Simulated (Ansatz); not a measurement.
**GaN: pressure series**

Take GaN in the zinc blende structure (space group F-43m, No. 216) as the base.

```xyz
2
Lattice="0.0000 2.2743 2.2743 2.2743 0.0000 2.2743 2.2743 2.2743 0.0000" Properties=species:S:1:pos:R:3 pbc="T T T"
N      3.4114     3.4114     3.4114
Ga     0.0000     0.0000     0.0000
```

Cell and atoms are relaxed at each pressure.

Method: PBE (Ansatz, an electronic-structure program; PAW; 420 eV plane waves; without spin-orbit coupling).

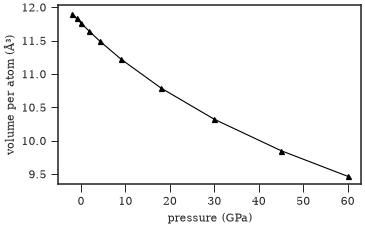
Figure: Volume per atom against pressure

Q: From the plot, what is the volume per atom for pressure 18 GPa?

A: About 10.8 Å³.

Q: Is the trend monotonic over the range shown?

A: Yes, it falls throughout, spanning 9.47 Å³ to 11.90 Å³.

Load acts through the strain it causes; cell and atoms are relaxed under it. Stability against distortions was not tested. Tetrahedral semiconductors of this kind turn to denser phases somewhere between about 1 and 50 GPa; those were not computed, so compressed cells here can lie past the real transition. This is not the structure that GaN has at room temperature and ambient pressure.
